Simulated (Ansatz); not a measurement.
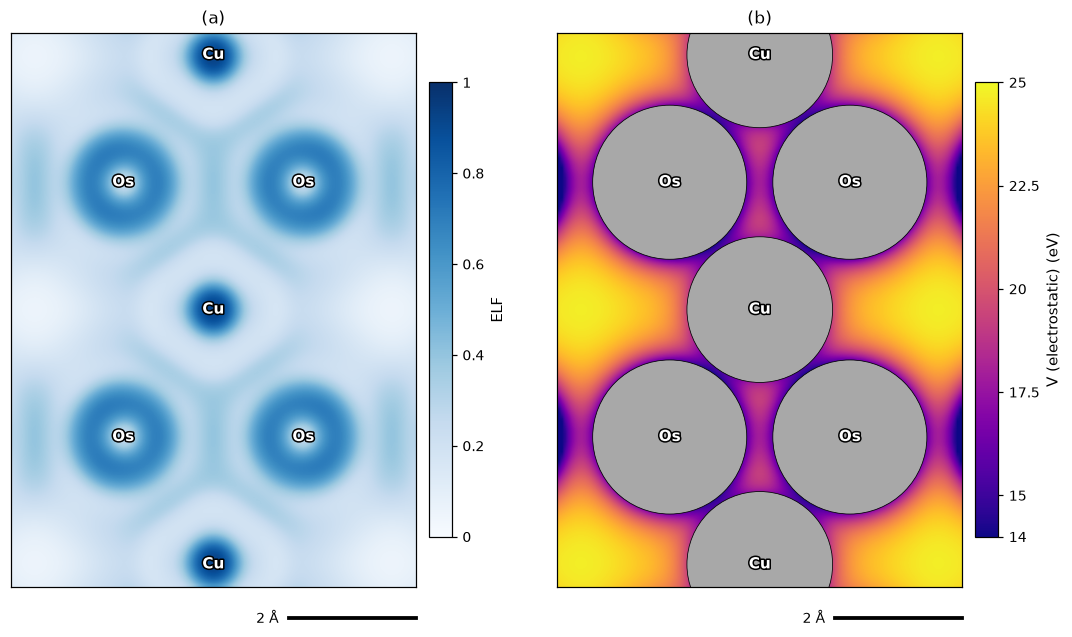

CuOs2. (a) electron localisation function; (b) electrostatic potential energy of an electron on the (011) plane of the conventional cell. Grey discs cover the atomic cores in the potential map.

Space group Fm-3m; a structure generated by program, which may or may not match a known phase; computed without spin polarisation.

Level of theory: DFT PBE, scalar-relativistic, plane waves, PAW in Ansatz 0.2.0.

Core electrons are frozen (PAW), and the valence fields are smoothed inside the atomic spheres.

### What does the map show?

The section cuts through Cu and Os sites.
Cu–Os (2.45 Å): the ELF is about 0.35 at the midpoint.
The features right at Cu and Os lie inside the PAW spheres, where the map follows smoothed inner orbitals and isn't to be read closely.
Outside the cores the potential energy rises away from the atoms and is highest about 2.4 Å from the nearest atoms; its zero is arbitrary.
